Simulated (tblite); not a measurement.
**Saddle-point search of C₅H₁₀GeSi**

- system: C₅H₁₀GeSi
- method: GFN2-xTB saddle search (eigenvector following) and harmonic vibrations, gas phase (tblite 0.8.0)

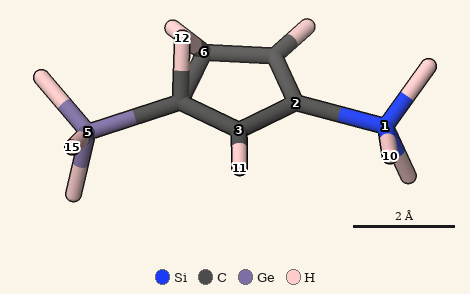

*The input geometry (stick view, seen at a tilt; atoms are numbered from 1 in the order of the input). Sticks mark near contacts.*

Bond lengths as drawn: C–C 1.39 to 1.51 Å, C–Ge 1.93 Å, C–H 1.07 to 1.28 Å, C–Si 1.87 Å, Ge–H 1.49 to 1.50 Å and H–Si 1.47 Å.

**Input file**
```
{"job": {"xc": "GFN2-xTB", "basis": "xTB", "kind": "saddle"}, "charge": 0, "multiplicity": 1}
Si    -1.447114    -2.648130     0.442494
C     -0.682556    -0.939088     0.378895
C      0.055547    -0.413701    -0.677527
C      0.510141     0.877499    -0.366017
Ge     1.830194     1.947021    -1.289914
C     -0.013955     1.146696     1.020034
C     -0.707669     0.007550     1.409466
H     -2.736250    -2.591899     1.140103
H     -0.549370    -3.560713     1.160839
H     -1.651030    -3.140067    -0.923783
H      0.250111    -0.912378    -1.611461
H     -0.496855     1.614874    -0.070978
H      3.220253     1.459753    -1.042459
H      1.742277     3.360135    -0.802413
H      1.589112     1.942732    -2.765140
H      0.287684     1.972358     1.642087
H     -1.200518    -0.122641     2.355775
```

The first line tells a small driver script what to run in tblite; the rest is the geometry in Å.

Command:
```bash
OMP_NUM_THREADS=1 python <driver script> task.json out
```

**What the program printed**
```
step      E/eV     max force
  0    -526.83291   0.0349
  1    -526.83467   0.0505
  2    -526.83506   0.0300
  3    -526.83451   0.1203
  4    -526.83529   0.0203
  5    -526.83545   0.0356
  6    -526.83581   0.0202
  7    -526.83584   0.0689
  8    -526.83599   0.0081
  9    -526.83617   0.0205
 10    -526.83638   0.0249
 11    -526.83663   0.0145
 12    -526.83681   0.0404
 13    -526.83676   0.0052
 14    -526.83691   0.0128
 15    -526.83706   0.0157
 16    -526.83723   0.0088
 17    -526.83739   0.0248
 18    -526.83731   0.0036
lowest wavenumbers (cm-1): -1102.4 30.5 73.7 101.3 112.3 206.7
```

**Trajectory as extended XYZ (Å, eV, eV/Å), 12 frames, from step=0 to step=18**
```
17
Properties=species:S:1:pos:R:3:forces:R:3 step=0 energy=-526.83291
Si   -1.4471   -2.6481    0.4425   -0.0020  -0.0250  -0.0020
C    -0.6826   -0.9391    0.3789    0.0100  -0.0080  -0.0110
C     0.0555   -0.4137   -0.6775    0.0060   0.0090  -0.0050
C     0.5101    0.8775   -0.3660    0.0180  -0.0070  -0.0210
Ge    1.8302    1.9470   -1.2899   -0.0100  -0.0020   0.0020
C    -0.0140    1.1467    1.0200   -0.0080   0.0230  -0.0250
C    -0.7077    0.0075    1.4095    0.0070  -0.0090  -0.0020
H    -2.7363   -2.5919    1.1401    0.0070   0.0110  -0.0070
H    -0.5494   -3.5607    1.1608   -0.0180   0.0020  -0.0070
H    -1.6510   -3.1401   -0.9238    0.0000   0.0120   0.0130
H     0.2501   -0.9124   -1.6115    0.0010  -0.0090   0.0140
H    -0.4969    1.6149   -0.0710   -0.0110   0.0020   0.0180
H     3.2203    1.4598   -1.0425   -0.0150   0.0040  -0.0080
H     1.7423    3.3601   -0.8024   -0.0020  -0.0030  -0.0010
H     1.5891    1.9427   -2.7651    0.0140  -0.0060   0.0110
H     0.2877    1.9724    1.6421    0.0010   0.0190   0.0190
H    -1.2005   -0.1226    2.3558    0.0040  -0.0120   0.0110
17
Properties=species:S:1:pos:R:3:forces:R:3 step=1 energy=-526.83467
Si   -1.4586   -2.6439    0.4358   -0.0130  -0.0280   0.0180
C    -0.6635   -0.9478    0.3844    0.0010  -0.0050   0.0000
C     0.0555   -0.4112   -0.6793   -0.0020   0.0010   0.0040
C     0.5104    0.8795   -0.3648    0.0000  -0.0010   0.0030
Ge    1.8154    1.9572   -1.2990    0.0080   0.0130  -0.0080
C     0.0099    1.1346    1.0334   -0.0020   0.0050  -0.0130
C    -0.6721   -0.0109    1.4248    0.0020  -0.0050  -0.0030
H    -2.7835   -2.5472    1.0642    0.0440   0.0000  -0.0220
H    -0.6218   -3.5675    1.2143   -0.0330   0.0280  -0.0260
H    -1.6033   -3.1466   -0.9346    0.0020   0.0080   0.0260
H     0.2373   -0.9031   -1.6193   -0.0010  -0.0010   0.0080
H    -0.4945    1.6077   -0.0474   -0.0010  -0.0010   0.0070
H     3.2146    1.5195   -1.0079   -0.0240   0.0090  -0.0080
H     1.6785    3.3852   -0.8636    0.0020  -0.0250  -0.0090
H     1.6053    1.8902   -2.7779    0.0090   0.0000   0.0260
H     0.3163    1.9576    1.6575    0.0010   0.0050   0.0040
H    -1.1460   -0.1536    2.3795    0.0060  -0.0020  -0.0060
17
Properties=species:S:1:pos:R:3:forces:R:3 step=3 energy=-526.83451
Si   -1.4701   -2.6385    0.4280   -0.0460  -0.0710   0.0220
C    -0.6504   -0.9541    0.3883   -0.0010   0.0040   0.0100
C     0.0499   -0.4064   -0.6821   -0.0050  -0.0010   0.0060
C     0.5112    0.8808   -0.3615   -0.0050   0.0050   0.0100
Ge    1.8003    1.9659   -1.3087   -0.0040  -0.0030   0.0110
C     0.0373    1.1203    1.0489    0.0030   0.0000  -0.0120
C    -0.6377   -0.0295    1.4400   -0.0010  -0.0090  -0.0100
H    -2.8324   -2.5061    0.9754    0.1100  -0.0160  -0.0460
H    -0.6968   -3.5614    1.2762   -0.0630   0.0690  -0.0660
H    -1.5415   -3.1633   -0.9433    0.0020   0.0220   0.0860
H     0.2146   -0.8886   -1.6305   -0.0030   0.0060   0.0110
H    -0.4879    1.6037   -0.0182    0.0050  -0.0030   0.0020
H     3.2047    1.5846   -0.9763    0.0070  -0.0030   0.0010
H     1.6154    3.4027   -0.9308   -0.0020   0.0060   0.0020
H     1.6218    1.8367   -2.7843   -0.0030  -0.0020  -0.0130
H     0.3543    1.9369    1.6767    0.0000  -0.0030  -0.0050
H    -1.0926   -0.1835    2.4023    0.0040   0.0000  -0.0110
17
Properties=species:S:1:pos:R:3:forces:R:3 step=4 energy=-526.83529
Si   -1.4667   -2.6398    0.4295    0.0080   0.0100  -0.0050
C    -0.6558   -0.9514    0.3867    0.0010   0.0020   0.0000
C     0.0520   -0.4077   -0.6805    0.0000   0.0000  -0.0010
C     0.5106    0.8809   -0.3620    0.0000   0.0000  -0.0010
Ge    1.8070    1.9618   -1.3037    0.0030   0.0030  -0.0030
C     0.0264    1.1259    1.0434    0.0000   0.0000   0.0000
C    -0.6512   -0.0224    1.4341    0.0000  -0.0010   0.0000
H    -2.8014   -2.5249    1.0250   -0.0190   0.0030   0.0060
H    -0.6617   -3.5663    1.2303    0.0100  -0.0130   0.0120
H    -1.5860   -3.1486   -0.9387    0.0000  -0.0030  -0.0130
H     0.2236   -0.8935   -1.6254    0.0000   0.0000   0.0000
H    -0.4904    1.6053   -0.0293    0.0000   0.0000   0.0000
H     3.2094    1.5702   -0.9715   -0.0040   0.0010  -0.0020
H     1.6290    3.3986   -0.9196    0.0010  -0.0050  -0.0020
H     1.6293    1.8395   -2.7814    0.0010   0.0010   0.0060
H     0.3389    1.9451    1.6699    0.0000   0.0000   0.0000
H    -1.1132   -0.1726    2.3932    0.0000   0.0000   0.0010
17
Properties=species:S:1:pos:R:3:forces:R:3 step=6 energy=-526.83581
Si   -1.4694   -2.6387    0.4284   -0.0060  -0.0140   0.0000
C    -0.6517   -0.9534    0.3878    0.0000  -0.0010   0.0000
C     0.0444   -0.4036   -0.6839    0.0000   0.0000   0.0000
C     0.5090    0.8819   -0.3621    0.0000   0.0000   0.0000
Ge    1.7969    1.9668   -1.3109    0.0020   0.0020  -0.0030
C     0.0414    1.1183    1.0505    0.0000   0.0000   0.0000
C    -0.6336   -0.0315    1.4413    0.0000   0.0000   0.0000
H    -2.8442   -2.5038    0.9265    0.0170  -0.0030  -0.0080
H    -0.7242   -3.5403    1.3146   -0.0120   0.0120  -0.0110
H    -1.4949   -3.1893   -0.9302    0.0010   0.0060   0.0180
H     0.2044   -0.8836   -1.6338    0.0000   0.0000   0.0000
H    -0.4870    1.6060   -0.0125    0.0000   0.0000   0.0000
H     3.2021    1.5679   -0.9998   -0.0040   0.0020  -0.0020
H     1.6283    3.4007   -0.9124    0.0010  -0.0040  -0.0010
H     1.6003    1.8577   -2.7872    0.0010   0.0010   0.0050
H     0.3628    1.9325    1.6790    0.0000   0.0000   0.0000
H    -1.0845   -0.1876    2.4048    0.0010   0.0000   0.0000
17
Properties=species:S:1:pos:R:3:forces:R:3 step=8 energy=-526.83599
Si   -1.4703   -2.6383    0.4279   -0.0030  -0.0050   0.0000
C    -0.6506   -0.9540    0.3882    0.0000   0.0000   0.0000
C     0.0422   -0.4024   -0.6848    0.0000   0.0000   0.0000
C     0.5086    0.8822   -0.3620    0.0000   0.0000   0.0000
Ge    1.7939    1.9682   -1.3129    0.0000   0.0000   0.0000
C     0.0458    1.1161    1.0526    0.0000   0.0000   0.0000
C    -0.6284   -0.0342    1.4434    0.0000   0.0000   0.0000
H    -2.8542   -2.4987    0.8972    0.0070  -0.0010  -0.0040
H    -0.7440   -3.5315    1.3368   -0.0050   0.0050  -0.0040
H    -1.4695   -3.2010   -0.9252    0.0010   0.0020   0.0070
H     0.1988   -0.8806   -1.6362    0.0000   0.0000   0.0000
H    -0.4858    1.6061   -0.0076    0.0000   0.0000   0.0000
H     3.1997    1.5680   -1.0075   -0.0010   0.0000   0.0000
H     1.6277    3.4012   -0.9111    0.0000   0.0000   0.0000
H     1.5924    1.8624   -2.7885    0.0000   0.0000   0.0010
H     0.3699    1.9287    1.6816    0.0000   0.0000   0.0000
H    -1.0760   -0.1921    2.4082    0.0010   0.0000   0.0000
17
Properties=species:S:1:pos:R:3:forces:R:3 step=9 energy=-526.83617
Si   -1.4717   -2.6377    0.4271   -0.0070  -0.0140   0.0010
C    -0.6491   -0.9548    0.3886    0.0000   0.0000   0.0010
C     0.0390   -0.4007   -0.6861    0.0000   0.0000   0.0010
C     0.5080    0.8826   -0.3619    0.0000   0.0000   0.0010
Ge    1.7898    1.9702   -1.3158    0.0000   0.0000   0.0000
C     0.0522    1.1128    1.0556    0.0000   0.0000  -0.0010
C    -0.6211   -0.0381    1.4464    0.0000  -0.0010  -0.0010
H    -2.8688   -2.4912    0.8565    0.0190  -0.0030  -0.0070
H    -0.7714   -3.5195    1.3680   -0.0110   0.0120  -0.0120
H    -1.4340   -3.2174   -0.9188    0.0000   0.0060   0.0180
H     0.1907   -0.8764   -1.6396    0.0000   0.0010   0.0010
H    -0.4841    1.6064   -0.0005    0.0000   0.0000   0.0000
H     3.1966    1.5686   -1.0174   -0.0010   0.0000   0.0000
H     1.6260    3.4024   -0.9099    0.0000   0.0000   0.0000
H     1.5817    1.8680   -2.7907    0.0000   0.0000   0.0000
H     0.3801    1.9233    1.6855    0.0000  -0.0010   0.0000
H    -1.0640   -0.1984    2.4129    0.0010   0.0000  -0.0010
17
Properties=species:S:1:pos:R:3:forces:R:3 step=11 energy=-526.83663
Si   -1.4745   -2.6364    0.4257   -0.0050  -0.0100   0.0010
C    -0.6458   -0.9565    0.3897    0.0000   0.0000   0.0000
C     0.0328   -0.3974   -0.6885    0.0000   0.0000   0.0000
C     0.5068    0.8834   -0.3616    0.0000   0.0000   0.0000
Ge    1.7813    1.9743   -1.3214    0.0000   0.0000   0.0000
C     0.0649    1.1063    1.0614    0.0000   0.0000   0.0000
C    -0.6065   -0.0457    1.4522    0.0000   0.0000   0.0000
H    -2.8927   -2.4782    0.7730    0.0130  -0.0020  -0.0050
H    -0.8299   -3.4932    1.4268   -0.0080   0.0080  -0.0090
H    -1.3641   -3.2505   -0.9004    0.0000   0.0040   0.0120
H     0.1751   -0.8683   -1.6458    0.0000   0.0000   0.0000
H    -0.4807    1.6066    0.0134    0.0000   0.0000   0.0000
H     3.1903    1.5691   -1.0383    0.0000   0.0000   0.0000
H     1.6235    3.4044   -0.9061    0.0000   0.0000   0.0000
H     1.5594    1.8805   -2.7948    0.0000   0.0000   0.0000
H     0.4002    1.9127    1.6927    0.0000   0.0000   0.0000
H    -1.0401   -0.2110    2.4221    0.0010   0.0000   0.0000
17
Properties=species:S:1:pos:R:3:forces:R:3 step=13 energy=-526.83676
Si   -1.4752   -2.6361    0.4252   -0.0020  -0.0030   0.0000
C    -0.6449   -0.9570    0.3900    0.0000   0.0000   0.0000
C     0.0310   -0.3965   -0.6891    0.0000   0.0000   0.0000
C     0.5065    0.8836   -0.3615    0.0000   0.0000   0.0000
Ge    1.7790    1.9754   -1.3229    0.0000   0.0000   0.0000
C     0.0684    1.1045    1.0630    0.0000   0.0000   0.0000
C    -0.6024   -0.0478    1.4538    0.0000   0.0000   0.0000
H    -2.8982   -2.4749    0.7493    0.0040  -0.0010  -0.0020
H    -0.8471   -3.4854    1.4423   -0.0030   0.0030  -0.0030
H    -1.3449   -3.2598   -0.8940    0.0010   0.0010   0.0050
H     0.1707   -0.8660   -1.6474    0.0000   0.0000   0.0000
H    -0.4797    1.6067    0.0172    0.0000   0.0000   0.0000
H     3.1885    1.5691   -1.0443    0.0000   0.0000   0.0000
H     1.6229    3.4050   -0.9050    0.0000   0.0000   0.0000
H     1.5531    1.8841   -2.7959    0.0000   0.0000   0.0000
H     0.4058    1.9097    1.6946    0.0000   0.0000   0.0000
H    -1.0333   -0.2145    2.4246    0.0000   0.0000   0.0000
17
Properties=species:S:1:pos:R:3:forces:R:3 step=14 energy=-526.83691
Si   -1.4763   -2.6356    0.4247   -0.0040  -0.0090   0.0010
C    -0.6436   -0.9577    0.3904    0.0000   0.0000   0.0000
C     0.0286   -0.3952   -0.6899    0.0000   0.0000   0.0000
C     0.5060    0.8839   -0.3614    0.0000   0.0000   0.0000
Ge    1.7757    1.9770   -1.3251    0.0000   0.0000   0.0000
C     0.0733    1.1020    1.0653    0.0000   0.0000   0.0000
C    -0.5967   -0.0508    1.4560    0.0000   0.0000   0.0000
H    -2.9064   -2.4703    0.7162    0.0120  -0.0020  -0.0040
H    -0.8709   -3.4746    1.4643   -0.0070   0.0070  -0.0080
H    -1.3179   -3.2728   -0.8854   -0.0010   0.0040   0.0110
H     0.1646   -0.8628   -1.6498    0.0000   0.0000   0.0000
H    -0.4783    1.6067    0.0226    0.0000   0.0000   0.0000
H     3.1860    1.5692   -1.0525    0.0000   0.0000   0.0000
H     1.6220    3.4057   -0.9034    0.0000   0.0000   0.0000
H     1.5442    1.8891   -2.7974    0.0000   0.0000   0.0000
H     0.4136    1.9056    1.6974    0.0000   0.0000   0.0000
H    -1.0240   -0.2194    2.4282    0.0010   0.0000   0.0000
17
Properties=species:S:1:pos:R:3:forces:R:3 step=16 energy=-526.83723
Si   -1.4783   -2.6346    0.4234   -0.0030  -0.0060   0.0000
C    -0.6410   -0.9590    0.3914    0.0000   0.0000   0.0000
C     0.0238   -0.3927   -0.6915    0.0000   0.0000   0.0000
C     0.5050    0.8844   -0.3611    0.0000   0.0000   0.0000
Ge    1.7690    1.9802   -1.3293    0.0000   0.0000   0.0000
C     0.0832    1.0969    1.0697    0.0000   0.0000   0.0000
C    -0.5852   -0.0568    1.4604    0.0000   0.0000   0.0000
H    -2.9194   -2.4622    0.6491    0.0080  -0.0010  -0.0030
H    -0.9204   -3.4517    1.5058   -0.0040   0.0050  -0.0060
H    -1.2650   -3.2989   -0.8649    0.0000   0.0030   0.0080
H     0.1524   -0.8565   -1.6542    0.0000   0.0000   0.0000
H    -0.4754    1.6068    0.0332    0.0000   0.0000   0.0000
H     3.1807    1.5693   -1.0693    0.0000   0.0000   0.0000
H     1.6204    3.4072   -0.9000    0.0000   0.0000   0.0000
H     1.5263    1.8993   -2.8003    0.0000   0.0000   0.0000
H     0.4293    1.8974    1.7027    0.0000   0.0000   0.0000
H    -1.0052   -0.2292    2.4351    0.0000   0.0000   0.0000
17
Properties=species:S:1:pos:R:3:forces:R:3 step=18 energy=-526.83731
Si   -1.4789   -2.6343    0.4231   -0.0010  -0.0020   0.0000
C    -0.6403   -0.9594    0.3917    0.0000   0.0000   0.0000
C     0.0224   -0.3920   -0.6920    0.0000   0.0000   0.0000
C     0.5048    0.8846   -0.3610    0.0000   0.0000   0.0000
Ge    1.7671    1.9811   -1.3305    0.0000   0.0000   0.0000
C     0.0860    1.0955    1.0709    0.0000   0.0000   0.0000
C    -0.5820   -0.0584    1.4616    0.0000   0.0000   0.0000
H    -2.9223   -2.4602    0.6301    0.0030   0.0000  -0.0020
H    -0.9347   -3.4450    1.5167   -0.0020   0.0020  -0.0020
H    -1.2505   -3.3062   -0.8584    0.0000   0.0010   0.0030
H     0.1489   -0.8547   -1.6554    0.0000   0.0000   0.0000
H    -0.4746    1.6068    0.0362    0.0000   0.0000   0.0000
H     3.1792    1.5693   -1.0741    0.0000   0.0000   0.0000
H     1.6200    3.4076   -0.8991    0.0000   0.0000   0.0000
H     1.5213    1.9022   -2.8010    0.0000   0.0000   0.0000
H     0.4337    1.8951    1.7041    0.0000   0.0000   0.0000
H    -1.0000   -0.2320    2.4370    0.0000   0.0000   0.0000
```

**Key numbers**

| quantity | value |
| --- | --- |
| outcome | converged |
| total energy | −526.8373 eV |
| point group | C1 |
| hardware | 1 CPU thread, shared host |
| wall time | 9.1 s |
| peak memory | 0.19 GiB |
